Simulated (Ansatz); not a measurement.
Cost and result by functional for the surface energy of the (110) surface of zinc-blende InAs in its 1x1 cell (cut with top plane As + In, bottom plane As + In), outermost plane spacing 2.19 Å in the ideal cut, in Ansatz (plane waves, PAW). Single points on the PBE structure, on one kind of machine; costs are rough ratios of the slab run's core time (references not counted) to the cheapest single point. r2SCAN's cost holds its higher cutoff (500 against 420 eV). Differences are taken against HSE06 for comparison alone: no measured value is at hand, so the table doesn't rank accuracy. HSE06 ran on a coarser k-mesh, which lowers its cost and carries part of its shift.

Set-up: 12 atoms, As6In6, 10.9 Å thick at the start; mesh 6x4x1; 0.025 eV smearing; dipole correction on; all atoms relaxed; held to the start's symmetry, so lower structures may exist; no spin, no spin-orbit, no U. These notes are the PBE run's.

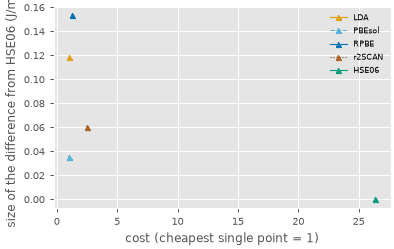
Fig. 1. Difference from HSE06 against cost

```tsv
functional	relative cost	surface energy (J/m²)	less HSE06 (J/m²)
LDA	1	0.62	0.12
PBEsol	1	0.54	0.04
RPBE	1	0.35	-0.15
r2SCAN	2	0.56	0.06
HSE06	30	0.50	0.00
PBE (the relaxed run's value)	–	0.45	-0.06
```

The values span 0.27 J/m², while the single points' costs differ by a factor of roughly 30. Differences are of unrounded values.

Ansatz is a first-principles code.
